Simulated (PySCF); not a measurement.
## Electronic structure of C6H7FO in real space

```yaml
atoms:
  - { symbol: F, position_ang: [-1.0310, -1.7233, 1.1954] }
  - { symbol: C, position_ang: [-1.2154, -0.4061, 0.8536] }
  - { symbol: C, position_ang: [-2.1190, -0.1325, -0.3181] }
  - { symbol: C, position_ang: [-1.1791, 0.4912, -1.0247] }
  - { symbol: C, position_ang: [-0.0881, 0.2288, -0.0184] }
  - { symbol: C, position_ang: [1.1769, -0.5634, -0.3557] }
  - { symbol: C, position_ang: [1.9124, 0.6279, 0.2626] }
  - { symbol: O, position_ang: [0.6750, 1.3018, 0.5224] }
  - { symbol: H, position_ang: [-1.4344, 0.1421, 1.7730] }
  - { symbol: H, position_ang: [-3.1520, -0.3734, -0.4783] }
  - { symbol: H, position_ang: [-1.1628, 1.0134, -1.9622] }
  - { symbol: H, position_ang: [1.3425, -0.7155, -1.4186] }
  - { symbol: H, position_ang: [1.2696, -1.5048, 0.1786] }
  - { symbol: H, position_ang: [2.5446, 1.2026, -0.4184] }
  - { symbol: H, position_ang: [2.4562, 0.4192, 1.1869] }
```

Geometry: GFN2-xTB.

Theory: PBE0/pcSseg-1, SCF density, gas phase, non-relativistic in PySCF 2.14.0.

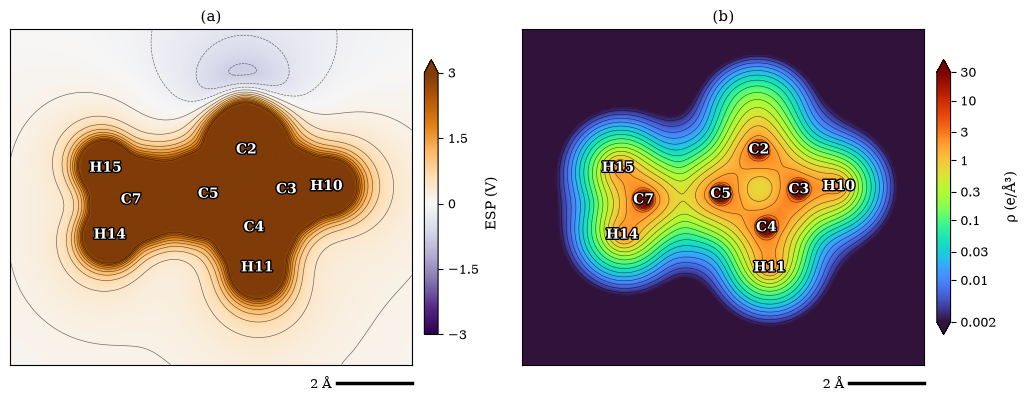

Figure 1. (a) molecular electrostatic potential; (b) electron density on the plane of atoms C5, C4 and H11.

Interpret the plot.

The section cuts through C and H sites. C–C (1.33 Å): ρ is about 2.3 e/Å³ halfway. C–H (1.07 Å): the density is about 2.1 e/Å³ at the midpoint. C–C (1.50 Å): ρ is about 1.7 e/Å³ halfway. Outside the dense part of the molecule the potential is most negative (−0.7 V) near F1, which lies off the plane.

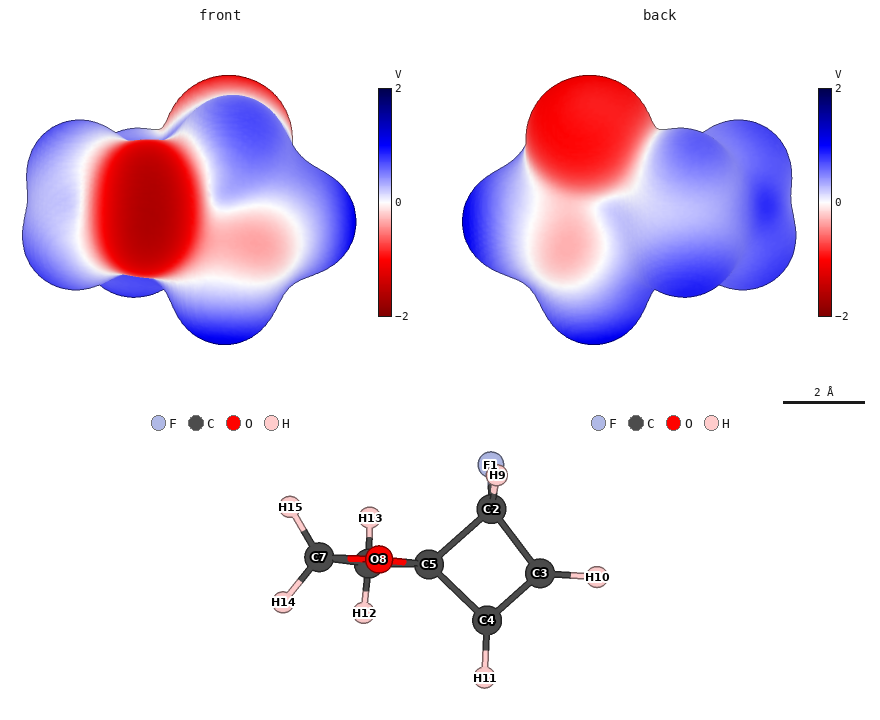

Figure 2. The electrostatic potential painted on the density surface at 0.002 e/bohr³, seen from the front and from behind; red is negative and blue positive. The bare structure is drawn below in the same view.

Describe the electrostatic potential map.

The most negative region (about −1.6 V, or −37 kcal/mol for a unit charge) lies over O8, the most positive (about +1.1 V, or +25 kcal/mol for a unit charge) over H10 and H11. O8 is the likeliest acceptor of a hydrogen bond.

How polar is the molecule by this calculation?

Its dipole moment is 1.48 D.
